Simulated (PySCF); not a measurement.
# CrN₂: structure of the singlet

The task is one start of a wider search on CrN₂: the singlet, from a linear start. It is relaxed, tested by its Hessian and followed downhill if it is a saddle.

Method: PBE0, basis Cr def2-TZVP, N def2-TZVP, no relativity, density fitting; program: PySCF 2.14.0.

### Step 1. The system as given

3 atoms, charge 0, spin multiplicity 1.

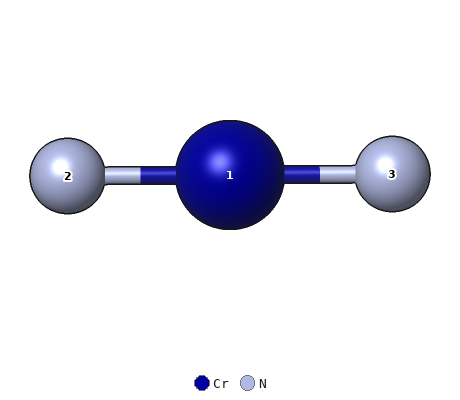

As it starts; chromium blue, nitrogen light blue; atoms are numbered from 1 in the order of the file.

```xyz
3
charge 0 multiplicity 1
Cr    0.0000    0.0000    0.0000
N     0.0000    0.0000    1.7100
N     0.0000    0.0000   -1.7100
```

### Step 2. First SCF at the start

The steps below are one call of a driver around PySCF. For each, scf.py gives the equivalent set-up of the SCF; relaxations use the driver's own optimiser. After this first run the driver tries any further starts and a stability analysis.

Contents of scf.py:

```python
from pyscf import gto, scf, dft
mol = gto.M(atom='''
Cr     0.000000     0.000000     0.000000
N      0.000000     0.000000     1.710000
N      0.000000     0.000000    -1.710000''',
    basis={'Cr': 'def2-TZVP', 'N': 'def2-TZVP'},
    charge=0, spin=0)
mf = dft.RKS(mol, xc='PBE0')
mf.grids.atom_grid = (50, 194)
aux = {'Cr': 'def2-universal-JKFIT', 'N': 'def2-universal-JKFIT'}
mf = mf.density_fit(auxbasis=aux)
mf.conv_tol = 1e-08
mf.diis_space = 10
mf.max_cycle = 60
mf.init_guess = 'minao'
mf.verbose = 4
mf.kernel()
```

Launch:

```sh
$ OMP_NUM_THREADS=2 python axn.py task.json out
```

The program printed (excerpt; [...] marks lines left out):

```text
[... the frontier levels of the middle cycles are left out ...]
init E= -1153.0729738485
cycle= 1 E= -1150.75162747931  delta_E= 2.32  |g|= 4.15  |ddm|= 2.49
  HOMO = -0.171252040238791  LUMO = 0.024038439116147  gap/eV = 5.31412
cycle= 2 E= -1142.59813821255  delta_E= 8.15  |g|= 7.26  |ddm|=    5
  HOMO = -0.110181530388729  LUMO = -0.0547323334126926  gap/eV = 1.50885
cycle= 3 E= -1151.57642253474  delta_E= -8.98  |g|= 2.82  |ddm|= 3.75
cycle= 4 E= -1150.14731032925  delta_E= 1.43  |g|= 4.65  |ddm|= 2.73
cycle= 5 E= -1150.61068442621  delta_E= -0.463  |g|= 4.28  |ddm|= 0.131
cycle= 6 E= -1151.22085512036  delta_E= -0.61  |g|= 3.69  |ddm|= 0.227
cycle= 7 E= -1152.06540575632  delta_E= -0.845  |g|=  2.7  |ddm|= 0.308
cycle= 8 E= -1151.04692785335  delta_E= 1.02  |g|= 3.16  |ddm|= 2.45
cycle= 9 E= -1151.15372999724  delta_E= -0.107  |g|= 3.09  |ddm|= 0.0572
cycle= 10 E= -1151.08833400464  delta_E= 0.0654  |g|= 3.12  |ddm|= 0.0407
cycle= 11 E= -1151.10881870872  delta_E= -0.0205  |g|= 3.11  |ddm|= 0.0165
cycle= 12 E= -1151.14070698246  delta_E= -0.0319  |g|=  3.1  |ddm|= 0.0346
cycle= 13 E= -1151.29865884607  delta_E= -0.158  |g|=    3  |ddm|= 0.153
cycle= 14 E= -1151.30163429729  delta_E= -0.00298  |g|= 3.01  |ddm|= 0.0102
cycle= 15 E= -1151.98469571546  delta_E= -0.683  |g|= 2.53  |ddm|= 0.299
cycle= 16 E= -1153.30681838158  delta_E= -1.32  |g|= 0.534  |ddm|= 1.78
cycle= 17 E= -1153.27739883882  delta_E= 0.0294  |g|= 0.71  |ddm|= 0.17
cycle= 18 E= -1153.30626735923  delta_E= -0.0289  |g|= 0.564  |ddm|= 0.111
cycle= 19 E= -1153.32023570838  delta_E= -0.014  |g|= 0.454  |ddm|= 0.127
cycle= 20 E= -1153.35646471946  delta_E= -0.0362  |g|= 0.0306  |ddm|= 0.206
cycle= 21 E= -1153.35656111026  delta_E= -9.64e-05  |g|= 0.0282  |ddm|= 0.026
cycle= 22 E= -1153.35670969638  delta_E= -0.000149  |g|= 0.00509  |ddm|= 0.0143
cycle= 23 E= -1153.3567163048  delta_E= -6.61e-06  |g|= 0.000421  |ddm|= 0.00465
cycle= 24 E= -1153.3567164605  delta_E= -1.56e-07  |g|= 0.000149  |ddm|= 0.00116
cycle= 25 E= -1153.35671646664  delta_E= -6.13e-09  |g|= 4.52e-05  |ddm|= 0.000146
  HOMO = -0.278845623681121  LUMO = -0.194005198041658  gap/eV = 2.30863
Extra cycle  E= -1153.356716459  delta_E= 7.64e-09  |g|= 0.000232  |ddm|= 0.000106
converged SCF energy = -1153.356716459
```

This step, with its further starts and checks, took 52 s on 2 threads of AMD EPYC (Zen 3), shared host.

The starts that the driver tried:

```csv
start,energy (Eh)
the minimal-basis guess,-1153.356716
a thermally smeared density,-1153.356717
a smeared PBE density,-1153.356713
```

No lower closed-shell solution turned up from the other starts or in the test of internal stability.

### Step 3. Linear start, singlet: relaxation

The program finds D∞h symmetry in the start, which this walk keeps. Threshold on the gradient: 0.0003 Eh/bohr, with a further test on the energy change.

Changes to scf.py since step 2:

```diff
@@ -15 +14,0 @@
-mf.init_guess = 'minao'
```

The optimiser's trace:

```csv
step,energy (Eh),change (kJ/mol),largest symmetric gradient (Eh/bohr)
0,-1153.356716,0.00,0.09798
1,-1153.387642,-81.19,0.02193
2,-1153.388508,-83.47,0.01021
3,-1153.388716,-84.02,0.00057
4,-1153.388717,-84.02,0.00002
```

The walk took 34 s.

Geometry (Å) and forces (eV/Å) at some steps:

```
step 0
Cr   0.000   0.000   0.000   0.000   0.000   0.000
N    0.000   0.000   1.710   0.000   0.000  -5.038
N    0.000   0.000  -1.710   0.000   0.000   5.038
step 1
Cr   0.000   0.000   0.000   0.000   0.000   0.000
N    0.000   0.000   1.583   0.000   0.000  -1.128
N    0.000   0.000  -1.583   0.000   0.000   1.128
step 2
Cr   0.000   0.000   0.000   0.000   0.000   0.000
N    0.000   0.000   1.546   0.000   0.000   0.525
N    0.000   0.000  -1.546   0.000   0.000  -0.525
step 3
Cr   0.000   0.000   0.000   0.000   0.000   0.001
N    0.000   0.000   1.558   0.000   0.000  -0.029
N    0.000   0.000  -1.558   0.000   0.000   0.029
step 4
Cr   0.000   0.000   0.000   0.000   0.000   0.000
N    0.000   0.000   1.557   0.000   0.000  -0.001
N    0.000   0.000  -1.557   0.000   0.000   0.001
```

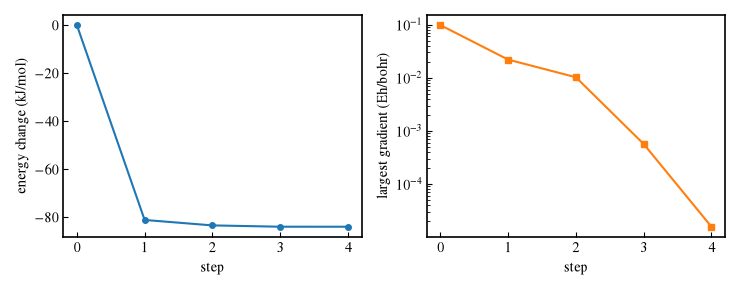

Energy and largest gradient along the walk.

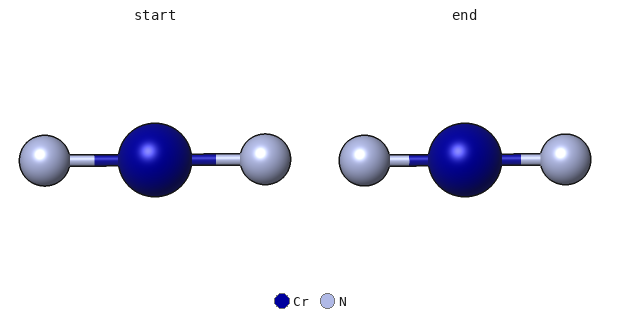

Start and end of the relaxation.

It settles in D∞h symmetry, 84.0 kJ/mol below the start, after 4 steps: Cr–N 1.557 Å (×2); N–Cr–N 180.0°.

### Step 4. Is it a minimum? Harmonic modes

On the finer grid the gradient is checked again; gradients at displacements of ±0.02 bohr then give force constants and infrared intensities.

Changes to scf.py since step 3:

```diff
@@ -4,2 +4,2 @@
-N      0.000000     0.000000     1.710000
-N      0.000000     0.000000    -1.710000''',
+N     -0.000000    -0.000000     1.557251
+N      0.000000     0.000000    -1.557251''',
@@ -9 +9 @@
-mf.grids.atom_grid = (50, 194)
+mf.grids.atom_grid = (75, 302)
@@ -12 +12 @@
-mf.conv_tol = 1e-08
+mf.conv_tol = 1e-10
```

This SCF starts from the last density.

SCF at the final geometry:

```text
init E= -1153.38880979752
  HOMO = -0.26400304270088  LUMO = -0.162476751798206  gap/eV = 2.76267
cycle= 1 E= -1153.38880979751  delta_E= 1.02e-11  |g|= 5.81e-06  |ddm|= 2.38e-06
  HOMO = -0.264000980853201  LUMO = -0.162476819151713  gap/eV = 2.76261
Extra cycle  E= -1153.38880979743  delta_E= 7.82e-11  |g|= 2.44e-05  |ddm|= 1e-05
converged SCF energy = -1153.38880979743
```

The whole step took 71 s.

Geometry: D∞h; Cr–N 1.557 Å (×2); N–Cr–N 180.0°.

Harmonic modes (main isotopes):

```
symmetry  ω (cm⁻¹)  IR (km/mol)
      πu       161         86.8
     σg+       956          0.0
     σu+       995         77.7
```

Every mode is real; the point is a minimum.

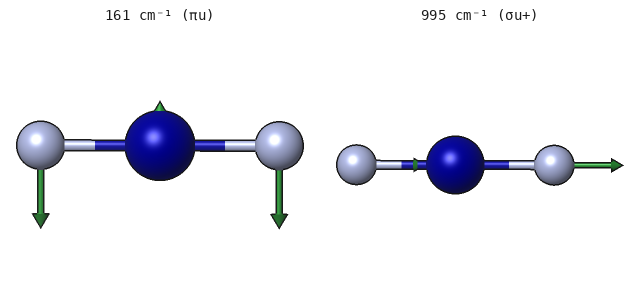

How the atoms move in 2 of the modes.

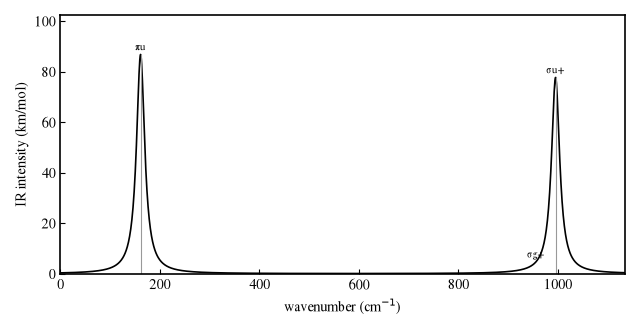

The harmonic infrared spectrum (widths in cm⁻¹). Lines are broadened to a width of 20 cm⁻¹ (Lorentzian).

Constants and moments:

```yaml
Dipole_moment: 0.00 D
Highest_occupied_level: -7.18 eV
Lowest_empty_level: -4.42 eV
Rotational_constants: 0.2482 cm⁻¹
Zero-point_energy: 13.6 kJ/mol
Principal_polarisabilities: 25.0, 25.0, 66.5 bohr³
Atomisation_energy_without_zero-point_energy: 198 kJ/mol
Principal_traceless_quadrupole_moments_about_the_centre_of_mass: -6.05, 3.03, 3.03 D Å
Entropy_at_298.15_K_and_1_bar: 244.1 J/(mol K)
Heat_capacity_Cp_at_298.15_K: 48.3 J/(mol K)
Enthalpy_at_298.15_K_above_0_K: 12.17 kJ/mol
Rotational_symmetry_number: 2
```

Populations by atom (charges in e):

```tsv
atom	Mulliken	Löwdin	polar tensor	Mayer order to Cr1
Cr1	1.08	0.38	1.00	–
N2,3	-0.54	-0.19	-0.50	1.89
```

Mulliken populations on Cr1: s 6.00, p 12.27, d 4.64, f 0.01.

### Step 5. The broken-symmetry singlet

A stability analysis found the closed shell of the lowest minimum unstable towards spin polarisation, so the unrestricted solution is followed.

The program finds D∞h symmetry in the start, which may break. Threshold on the gradient: 0.0003 Eh/bohr, with a further test on the energy change.

Changes to scf.py since step 4:

```diff
@@ -4 +4 @@
-N     -0.000000    -0.000000     1.557251
+N     -0.000000     0.000000     1.557251
@@ -8,2 +8,2 @@
-mf = dft.RKS(mol, xc='PBE0')
-mf.grids.atom_grid = (75, 302)
+mf = dft.UKS(mol, xc='PBE0')
+mf.grids.atom_grid = (50, 194)
@@ -12 +12 @@
-mf.conv_tol = 1e-10
+mf.conv_tol = 1e-08
```

Steps of the walk:

```csv
step,energy (Eh),change (kJ/mol),largest gradient (Eh/bohr)
0,-1153.423134,0.00,0.00136
1,-1153.423138,-0.01,0.00001
```

The walk took 27 s.

Geometry (Å) and forces (eV/Å) at some steps:

```
step 0
Cr   0.000   0.000   0.000   0.000   0.000   0.000
N    0.000   0.000   1.557   0.000   0.000   0.070
N    0.000   0.000  -1.557   0.000   0.000  -0.070
step 1
Cr   0.000   0.000   0.000   0.000   0.000   0.000
N    0.000   0.000   1.559   0.000   0.000   0.000
N    0.000   0.000  -1.559   0.000   0.000   0.000
```

End point (D∞h, 1 steps, 0.0 kJ/mol gained): Cr–N 1.559 Å (×2); N–Cr–N 180.0°.

### Step 6. Is it a minimum? Harmonic modes

The point was taken to the finer grid, but the Hessian ran out of time, so its nature is unknown.

### Step 7. Results

| quantity | value |
| --- | --- |
| minimum | singlet, D∞h (closed shell, unstable towards spin polarisation) |
| geometry | Cr–N 1.557 Å (×2); N–Cr–N 180.0° |
| wavenumbers (cm⁻¹) | 161 (πu), 956 (σg+), 995 (σu+) |
| dipole moment | 0.00 D |
| highest occupied, lowest empty level | -7.18, -4.42 eV |
| polar-tensor charge of Cr1 | +1.00 e |
| zero-point energy | 13.6 kJ/mol |

What this shows: The linear start keeps its D∞h symmetry and ends in a minimum. In the infrared the band at 161 cm⁻¹ (πu, bend) leads. Cr1 has a polar-tensor charge of +1.0 e (a dipole derivative, not a static charge), yet symmetry cancels the bond dipoles. Only this shape and spin were tried, so other structures or states may lie lower. A stability analysis at the minimum finds the closed shell unstable towards spin polarisation: an open-shell solution lies lower, and these values are not those of the lowest state.

The search up to here took 5.9 min on 2 threads of AMD EPYC (Zen 3), shared host.
